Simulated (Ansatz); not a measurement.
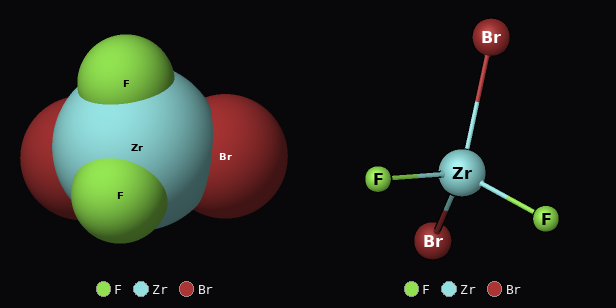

Two views of one molecule.

The species is neutral and a spin singlet. The computed structure is the end point of a PBE0-D4/def2-TZVP optimisation.

Identify the structure.

The molecule is ZrBr2F2. Its SMILES string is `[F][Zr]([F])([Br])[Br]`. The point group is C2v. Coordination: 1 Zr tetrahedral.

More results for the same structure follow; atom numbers are the same in all pictures, views and colours differ.

### Thermal motion

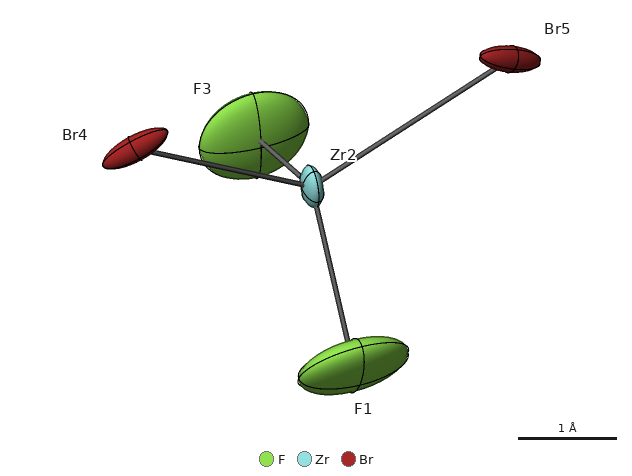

Displacement ellipsoids at the 50 % level, enlarged 2 times, from the internal vibrations of the free molecule (harmonic, no overall translation or rotation; no half-axis is drawn under 0.075 Å). Vibrations computed with RKS PBE0-D4/def2-TZVP, core potentials on Zr (Ansatz 0.2.0). Temperature: 600 K.

> Which atom moves most?

F1, F3, with U_eq = 0.0238 Å².

List U_eq and the three principal root-mean-square amplitudes for each kind of atom.

```json
{"atom": "F1, F3", "U_eq (Å²)": "0.0238", "rms amplitudes (Å)": "0.071, 0.173, 0.191"}
{"atom": "Zr2", "U_eq (Å²)": "0.0041", "rms amplitudes (Å)": "0.034, 0.067, 0.082"}
{"atom": "Br4, Br5", "U_eq (Å²)": "0.0064", "rms amplitudes (Å)": "0.043, 0.048, 0.122"}
```

### Charges

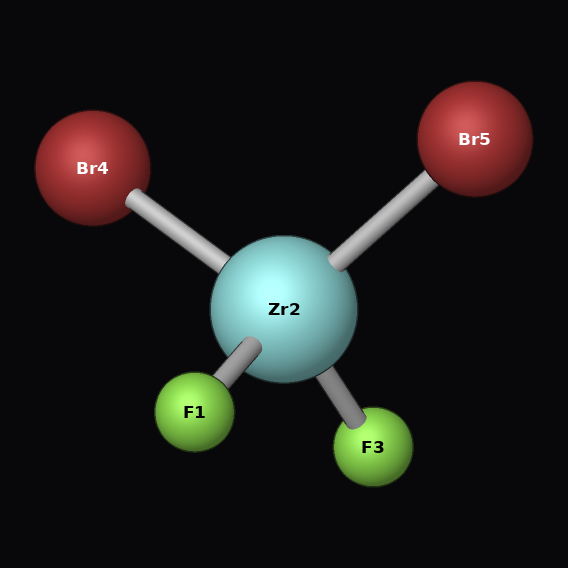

The questions are on Mulliken charges. Method: RKS ωB97M-V/def2-TZVPP, core potentials on Zr (Ansatz 0.2.0).

List the Mulliken charges.

```
atom  value (e)
  F1      −0.34
 Zr2       1.13
  F3      −0.34
 Br4      −0.22
 Br5      −0.22
```

### Vibrations

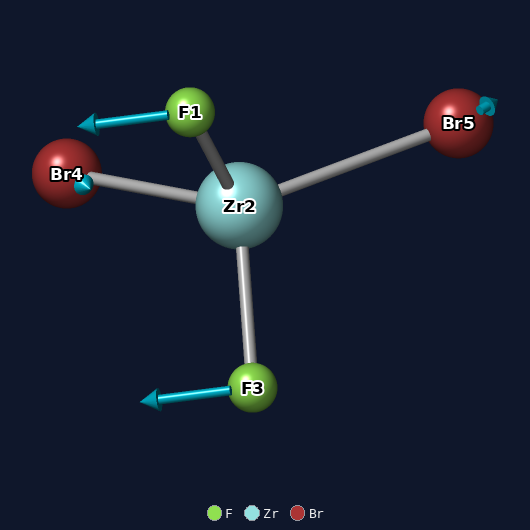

The arrows show one normal mode. Harmonic vibrations computed with RKS PBE0-D4/def2-TZVP, core potentials on Zr (Ansatz 0.2.0) at a stationary point of the same level.

> Describe the motion.

Mostly Br–Zr–F bending.

> At what wavenumber does it lie?

137 cm⁻¹; it is mode 4 of 9 counted from the lowest.

Mulliken values depend strongly on the basis set and can even reverse the polarity of a bond.
